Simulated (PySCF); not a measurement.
Input file:

```
{"job": {"kind": "uv", "xc": "wB97X-D", "basis": "def2-SVPD", "nstates": 8, "ntriplets": 3}, "charge": 0, "multiplicity": 1}
F      2.305900    -0.049927    -0.741444
C      1.169280     0.476900    -0.266296
F      1.460920     1.024172     0.913605
F      0.826354     1.465613    -1.092043
C      0.099227    -0.606339    -0.165897
C     -1.232413    -0.085600     0.367304
F     -1.764945     0.856958    -0.410624
F     -1.132802     0.419333     1.596954
F     -2.121355    -1.086250     0.429264
H      0.460736    -1.389092     0.505945
H     -0.065479    -1.023095    -1.162731
```

Run with:

```sh
OMP_NUM_THREADS=1 python probes_run.py task.json out
```

Geometry: GFN2-xTB.

Theory: wB97X-D/def2-SVPD, SCF density, gas phase (PySCF 2.14.0).

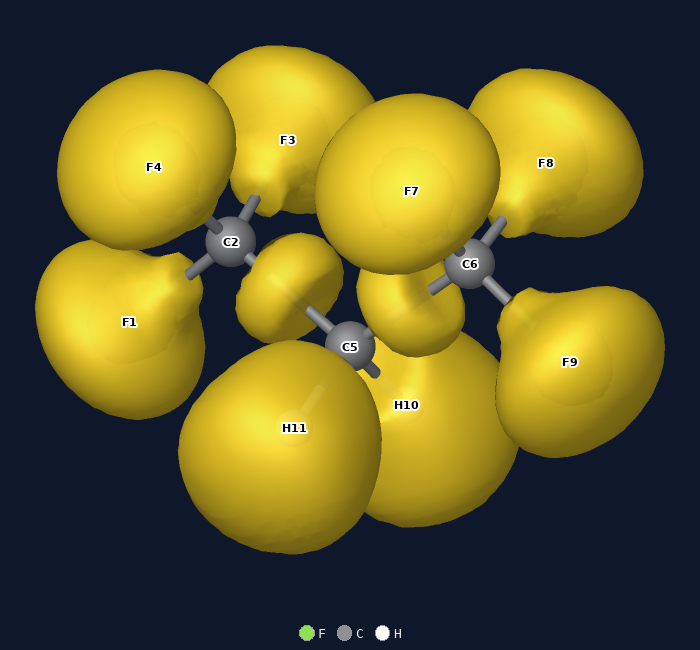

C3H2F6 (SMILES FC(F)(F)CC(F)(F)F). Isosurface of the electron localisation function at 0.75 (yellow), seen at a tilt. Only the valence region is drawn (cores and ρ < 0.01 e/Å³ removed).

Question: Where are the electrons localised?

Answer: At this value the surface marks out two regions between bonded C–C atoms (shared pairs), two regions around hydrogen nuclei and six regions on F in which the atom's valence shell and bonds are merged. Profiles from the grid: C–F (1.33 Å): the ELF peaks at about 0.85 between the atoms: a shared but strongly polarised pair. C–C (1.53 Å): the ELF peaks at about 1 between the atoms; a shared electron pair.
